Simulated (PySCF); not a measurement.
SMILES OB(O)[SiH2]O[SiH3] at its GFN2-xTB optimised geometry (Å):

```
13

O      2.9327    -0.6884     0.0000
B      1.5815    -0.6884     0.0000
O      0.9732    -1.9090     0.0011
Si     0.5830     1.0132     0.0000
O     -0.9911     0.5427     0.0308
Si    -2.5295     0.1077     0.2196
H      3.3273    -1.5645     0.0014
H      0.0168    -1.9021    -0.0006
H      0.7328     1.9090     1.1583
H      0.6670     1.8786    -1.1873
H     -2.5687    -0.8381     1.3399
H     -2.9152    -0.5535    -1.0286
H     -3.3273     1.2997     0.4897
```

Calculation: PBE/def2-TZVP run with PySCF.

Map of the electron localisation function on the plane z = 1.5 Å:

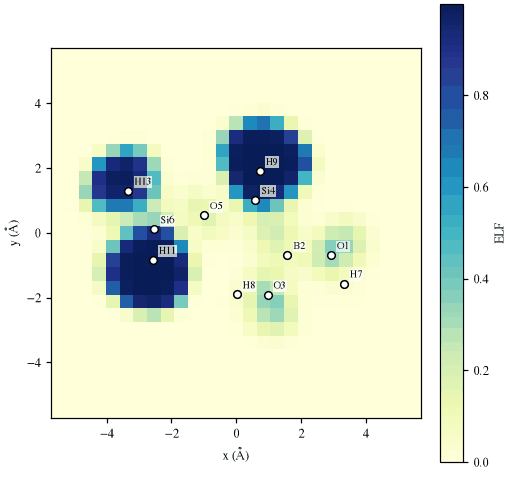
Figure. Electron localisation function on the plane z = 1.5 Å.
